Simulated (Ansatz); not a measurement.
## Run report: SiH$_{5}$F, nudged elastic band

- system: SiH$_{5}$F
- method: RKS CAM-B3LYP-D4/def2-SVP (Ansatz 0.2.0)

One setting was made poor on purpose. It belongs to a series of runs on one base structure; here: band between the two ends.

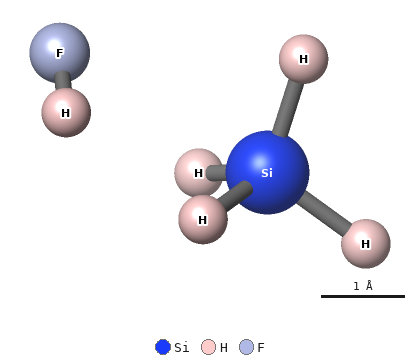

The input geometry (ball-and-stick view, seen at a tilt). Bond lengths as drawn: F–H 0.93 Å and H–Si 1.48 to 1.49 Å.

Results in brief:

| quantity | value |
| --- | --- |
| outcome | converged |
| barrier, forward | 1.383 eV |
| barrier, backward | 2.374 eV |
| hardware | 1 thread of Arm Neoverse V1, 24 GiB of memory available, shared host |
| wall time | 70 s |
| peak memory | 0.11 GiB |

Notes:

A deliberately poor setting: spring. The order of the saddle point was not checked.

Input file:
```yaml
crystal:
  periodic: [false, false, false]
  atoms:
    - { symbol: Si, position_ang: [0.273168, 0.0, -0.110041] }
    - { symbol: H, position_ang: [0.271482, -1.0e-06, 1.383098] }
    - { symbol: H, position_ang: [1.692323, 0.0, -0.557817] }
    - { symbol: H, position_ang: [-0.403036, 1.222858, -0.607823] }
    - { symbol: H, position_ang: [-0.403036, -1.222858, -0.607825] }
    - { symbol: F, position_ang: [-2.416627, -4.0e-06, 1.234221] }
    - { symbol: H, position_ang: [-1.779974, 5.0e-06, 1.906586] }
basis:
  gaussian: { orbitals: def2-SVP }
hamiltonian:
  xc: cam_b3lyp
  dispersion: d4
neb:
  order_check: false
  images: 5
  f_tol: 0.03
  max_iterations: 60
  spring: 50.0
  final_atoms:
    - { symbol: Si, position_ang: [-0.22952926, -4.9e-07, -0.74611425] }
    - { symbol: H, position_ang: [-0.60809546, 1.43e-06, 3.46380333] }
    - { symbol: H, position_ang: [1.12235281, 3.1e-07, -0.13374904] }
    - { symbol: H, position_ang: [-0.43147796, 1.21882903, -1.56730593] }
    - { symbol: H, position_ang: [-0.43147706, -1.21883097, -1.56730473] }
    - { symbol: F, position_ang: [-1.33125577, -3.1e-07, 0.44984563] }
    - { symbol: H, position_ang: [-0.85621731, 9.9e-07, 2.741224] }
  initial_path:
    images:
      - { positions_ang: [[0.273168, 0.0, -0.110041], [0.271482, -1.0e-06, 1.383098], [1.692323, 0.0, -0.557817], [-0.403036, 1.222858, -0.607823], [-0.403036, -1.222858, -0.607825], [-2.416627, -4.0e-06, 1.234221], [-1.779974, 5.0e-06, 1.906586]] }
      - { positions_ang: [[0.18552956, 0.0, -0.06968068], [0.16776597, -4.8e-07, 1.52884916], [1.59486135, 9.0e-08, -0.51754592], [-0.48994966, 1.21237188, -0.56986261], [-0.48994943, -1.21237212, -0.56986369], [-2.21078547, -2.78e-06, 1.00859627], [-1.52317233, 3.41e-06, 1.82990647]] }
      - { positions_ang: [[0.09789111, 0.0, -0.02932036], [0.06404995, 4.0e-08, 1.67460031], [1.49739971, 1.8e-07, -0.47727483], [-0.57686332, 1.20188577, -0.53190222], [-0.57686286, -1.20188623, -0.53190239], [-2.00494394, -1.57e-06, 0.78297154], [-1.26637065, 1.82e-06, 1.75322694]] }
      - { positions_ang: [[0.01025267, 0.0, 0.01103997], [-0.03966608, 5.5e-07, 1.82035147], [1.39993806, 2.7e-07, -0.43700375], [-0.66377698, 1.19139965, -0.49394183], [-0.66377628, -1.19140035, -0.49394108], [-1.79910241, -3.5e-07, 0.55734682], [-1.00956898, 2.3e-07, 1.67654741]] }
      - { positions_ang: [[-0.06967464, -1.6e-07, -0.24134477], [-0.22914254, 8.5e-07, 2.36816876], [1.30740965, 2.8e-07, -0.33591885], [-0.58634397, 1.20054278, -0.85172986], [-0.58634321, -1.20054389, -0.85172897], [-1.64315353, -3.4e-07, 0.52151309], [-0.95845176, 4.8e-07, 2.03143961]] }
      - { positions_ang: [[-0.14960195, -3.3e-07, -0.49372951], [-0.418619, 1.14e-06, 2.91598604], [1.21488123, 3.0e-07, -0.23483394], [-0.50891096, 1.20968591, -1.2095179], [-0.50891013, -1.20968743, -1.20951685], [-1.48720465, -3.2e-07, 0.48567936], [-0.90733453, 7.3e-07, 2.38633181]] }
      - { positions_ang: [[-0.22952926, -4.9e-07, -0.74611425], [-0.60809546, 1.43e-06, 3.46380333], [1.12235281, 3.1e-07, -0.13374904], [-0.43147796, 1.21882903, -1.56730593], [-0.43147706, -1.21883097, -1.56730473], [-1.33125577, -3.1e-07, 0.44984563], [-0.85621731, 9.9e-07, 2.741224]] }
```

Launch command:
```bash
ansatz run input.yaml --threads 1 --pin off --max-ram 2048MiB --backend cpu --events-out ev --progress --plain --runs-dir out
```

Log:
```
Engine: ansatz 0.2.0, aarch64-unknown-linux-gnu
Functional definition: CAM-B3LYP
  parameter alpha = 0.19
  parameter beta = 0.46
  parameter omega = 0.33/bohr
  parameter ac = 0.81
  exchange = (1 - alpha - beta)*b88_x + beta*b88_x_sr(omega) + alpha*exact_x + beta*exact_x_lr(omega)
  correlation = (1 - ac)*vwn5_c + ac*lyp_c
591 factors; integrals over basis functions are off by at most 3.3e-4 eV
225 factors; integrals over basis functions are off by at most 1.3e-6 eV
mean field evaluation 1: about -10668.7958 eV, gradient 2.8e1 eV
mean field evaluation 2: about -10668.6848 eV, gradient 3.2e1 eV
mean field evaluation 4: about -10670.0617 eV, gradient 2.1e-1 eV
mean field evaluation 8: about -10670.0609 eV, gradient 1.1e-3 eV
mean field -10670.06094181 eV, -392.1175071845 hartree, gradient 2.1e-5 eV, S^2 0.000000; 0 other end points of the search recorded, 0 dependent functions left out
the calculation of the forces begins
reference -10670.06104124 eV, -392.1175108384 hartree; 14, 14 occupied and 43, 43 virtual orbitals, 591 factors
589 factors; integrals over basis functions are off by at most 3.5e-4 eV
225 factors; integrals over basis functions are off by at most 8.7e-6 eV
mean field evaluation 16: about -10671.0549 eV, gradient 1.9e-1 eV
mean field -10671.05375215 eV, -392.1539922914 hartree, gradient 5.6e-5 eV, S^2 0.000000; 0 other end points of the search recorded, 0 dependent functions left out
[... from here on the field's lines of each further geometry are left out, up to the last ...]
NEB iter   1: max|band force component| = 1.299e1 eV/Å  barrier→ = 2.8524 eV  barrier← = 3.8429 eV  Δτ_max = 0.2000 Å  (146 SCF iters)
NEB iter   2: max|band force component| = 6.851e0 eV/Å  barrier→ = 1.9980 eV  barrier← = 2.9885 eV  Δτ_max = 0.2000 Å  (132 SCF iters)
NEB iter   3: max|band force component| = 2.375e0 eV/Å  barrier→ = 1.4064 eV  barrier← = 2.3969 eV  Δτ_max = 0.2000 Å  (122 SCF iters)
NEB iter   4: max|band force component| = 1.043e0 eV/Å  barrier→ = 1.5346 eV  barrier← = 2.5251 eV  Δτ_max = 0.1862 Å  (119 SCF iters)
NEB iter   5: max|band force component| = 1.139e0 eV/Å  barrier→ = 1.5316 eV  barrier← = 2.5221 eV  Δτ_max = 0.0936 Å  (113 SCF iters)
NEB iter   6: max|band force component| = 4.487e-1 eV/Å  barrier→ = 1.4119 eV  barrier← = 2.4024 eV  CI = image 2  Δτ_max = 0.0589 Å  (113 SCF iters)
NEB iter   7: max|band force component| = 2.828e-1 eV/Å  barrier→ = 1.3885 eV  barrier← = 2.3790 eV  CI = image 2  Δτ_max = 0.0173 Å  (107 SCF iters)
NEB iter   8: max|band force component| = 8.706e-2 eV/Å  barrier→ = 1.3840 eV  barrier← = 2.3744 eV  CI = image 2  Δτ_max = 0.0080 Å  (100 SCF iters)
NEB iter   9: max|band force component| = 3.239e-2 eV/Å  barrier→ = 1.3835 eV  barrier← = 2.3740 eV  CI = image 2  Δτ_max = 0.0045 Å  (90 SCF iters)
the calculation of the forces begins
reference -10671.04214106 eV, -392.1535655919 hartree; 14, 14 occupied and 43, 43 virtual orbitals, 594 factors
593 factors; integrals over basis functions are off by at most 5.9e-4 eV
225 factors; integrals over basis functions are off by at most 1.1e-6 eV
mean field evaluation 384: about -10668.6668 eV, gradient 1.9e-2 eV
mean field -10668.67114558 eV, -392.0664331152 hartree, gradient 8.1e-5 eV, S^2 0.000000; 1 other end points of the search recorded, 0 dependent functions left out
the calculation of the forces begins
reference -10668.67124745 eV, -392.0664368586 hartree; 14, 14 occupied and 43, 43 virtual orbitals, 593 factors
NEB iter  10: max|band force component| = 4.735e-3 eV/Å  barrier→ = 1.3835 eV  barrier← = 2.3740 eV  CI = image 2  Δτ_max = 0.0000 Å  (189 SCF iters)
```

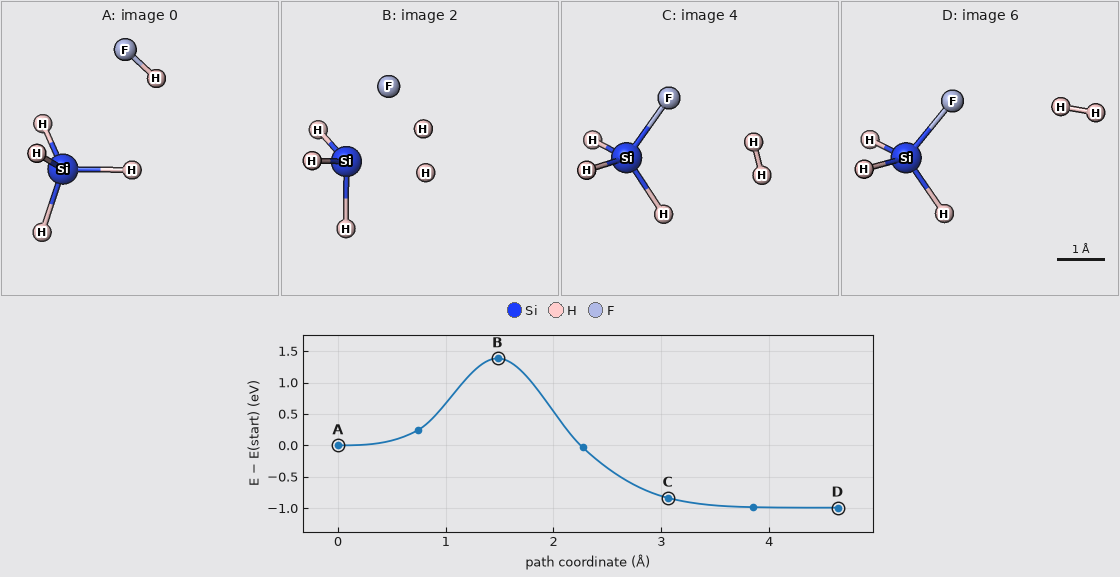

Images of the last band (counted from 0; ball-and-stick, seen at a tilt) above the energy along the path; the line is a cubic interpolation that uses the forces. The highest image is number 2, 1.383 eV above the start and 2.374 eV above the end (the climbing image); the end lies 0.990 eV below the start. The path is 4.63 Å long. The band converged in 10 iterations.

```
Total energy: -10668.73227560 eV, -392.0686796019 hartree
Atom 0 at    -0.198183     0.000000    -0.045989 Å, force     0.004731     0.000001     0.000887 eV/Å
Atom 1 at     0.054323    -0.000001     1.663762 Å, force     0.001423    -0.000001     0.001220 eV/Å
Atom 2 at     1.301570     0.000001    -0.076632 Å, force    -0.004022    -0.000000    -0.000670 eV/Å
Atom 3 at    -0.563735     1.271693    -0.711179 Å, force     0.000268     0.000676    -0.000062 eV/Å
Atom 4 at    -0.563734    -1.271694    -0.711177 Å, force     0.000268    -0.000676    -0.000062 eV/Å
Atom 5 at    -1.873009     0.000001     0.894010 Å, force    -0.003210    -0.000000     0.000224 eV/Å
Atom 6 at    -0.922932    -0.000000     1.627605 Å, force     0.000541     0.000001    -0.001537 eV/Å
Dipole moment:     0.170523    -0.000000     0.067603 e Å
this run last wrote the band of iteration 10 to [file]
```

The last band as extended XYZ (Å, eV, eV/Å):
```
7
Properties=species:S:1:pos:R:3:forces:R:3 image=0 energy=-10670.11567
Si    0.2732    0.0000   -0.1100    0.0004   0.0000   0.0002
H     0.2715    0.0000    1.3831    0.0008   0.0000  -0.0012
H     1.6923    0.0000   -0.5578    0.0001   0.0000   0.0000
H    -0.4030    1.2229   -0.6078   -0.0002   0.0004   0.0004
H    -0.4030   -1.2229   -0.6078   -0.0002  -0.0004   0.0004
F    -2.4166    0.0000    1.2342   -0.0017   0.0000  -0.0024
H    -1.7800    0.0000    1.9066    0.0007   0.0000   0.0025
7
Properties=species:S:1:pos:R:3:forces:R:3 image=1 energy=-10669.87520
Si    0.0869    0.0000   -0.0529    0.3897   0.0000  -0.0095
H     0.1118    0.0000    1.4667    0.0852   0.0000  -0.2739
H     1.5385    0.0000   -0.3001    0.3232   0.0000  -0.3151
H    -0.5173    1.2316   -0.6224    0.0583  -0.0549   0.1229
H    -0.5173   -1.2316   -0.6224    0.0583   0.0549   0.1229
F    -2.1331    0.0000    1.1349   -0.3541   0.0000   0.3383
H    -1.3351    0.0000    1.6365   -0.5605   0.0000   0.0144
7
Properties=species:S:1:pos:R:3:forces:R:3 image=2 energy=-10668.73217
Si   -0.1982    0.0000   -0.0460    0.0047   0.0000   0.0009
H     0.0543    0.0000    1.6638    0.0014   0.0000   0.0012
H     1.3016    0.0000   -0.0766   -0.0040   0.0000  -0.0007
H    -0.5637    1.2717   -0.7112    0.0003   0.0007  -0.0001
H    -0.5637   -1.2717   -0.7112    0.0003  -0.0007  -0.0001
F    -1.8730    0.0000    0.8940   -0.0032   0.0000   0.0002
H    -0.9229    0.0000    1.6276    0.0005   0.0000  -0.0015
7
Properties=species:S:1:pos:R:3:forces:R:3 image=3 energy=-10670.14557
Si   -0.3863    0.0000   -0.2443   -0.4068   0.0000  -0.4300
H     0.0983    0.0000    1.9862    0.1213   0.0000   0.6745
H     1.0743    0.0000    0.1307   -0.4926   0.0000   0.4062
H    -0.5505    1.2901   -0.9333    0.0057   0.0390  -0.4682
H    -0.5505   -1.2901   -0.9333    0.0057  -0.0390  -0.4682
F    -1.7816    0.0000    0.6598    0.2054   0.0000  -0.4645
H    -0.6695    0.0000    1.9746    0.5613   0.0000   0.7503
7
Properties=species:S:1:pos:R:3:forces:R:3 image=4 energy=-10670.94894
Si   -0.3815    0.0000   -0.4493   -0.0270   0.0000  -0.1267
H     0.0364    0.0000    2.4625    0.0370   0.0000   0.2712
H     0.8880    0.0000    0.3206   -0.1210   0.0000   0.0511
H    -0.4471    1.2458   -1.2444    0.0047  -0.0272  -0.1849
H    -0.4471   -1.2458   -1.2444    0.0047   0.0272  -0.1849
F    -1.7076    0.0000    0.4947    0.0557   0.0000  -0.0395
H    -0.7068    0.0000    2.3008    0.0457   0.0000   0.2137
7
Properties=species:S:1:pos:R:3:forces:R:3 image=5 energy=-10671.09795
Si   -0.3249    0.0000   -0.6225    0.0004   0.0000  -0.0087
H    -0.2184    0.0000    3.0813   -0.0071   0.0000   0.0301
H     0.9091    0.0000    0.2008    0.0008   0.0000  -0.0092
H    -0.3922    1.2204   -1.4626   -0.0012  -0.0012  -0.0110
H    -0.3922   -1.2204   -1.4626   -0.0012   0.0012  -0.0110
F    -1.6051    0.0000    0.3794    0.0052   0.0000  -0.0027
H    -0.7422    0.0000    2.5265    0.0031   0.0000   0.0125
7
Properties=species:S:1:pos:R:3:forces:R:3 image=6 energy=-10671.10616
Si   -0.2295    0.0000   -0.7461   -0.0157   0.0000   0.0236
H    -0.6081    0.0000    3.4638   -0.0045   0.0000  -0.0135
H     1.1224    0.0000   -0.1337   -0.0052   0.0000  -0.0027
H    -0.4315    1.2188   -1.5673    0.0001  -0.0019   0.0009
H    -0.4315   -1.2188   -1.5673    0.0001   0.0019   0.0009
F    -1.3313    0.0000    0.4498    0.0209   0.0000  -0.0227
H    -0.8562    0.0000    2.7412    0.0043   0.0000   0.0135
```
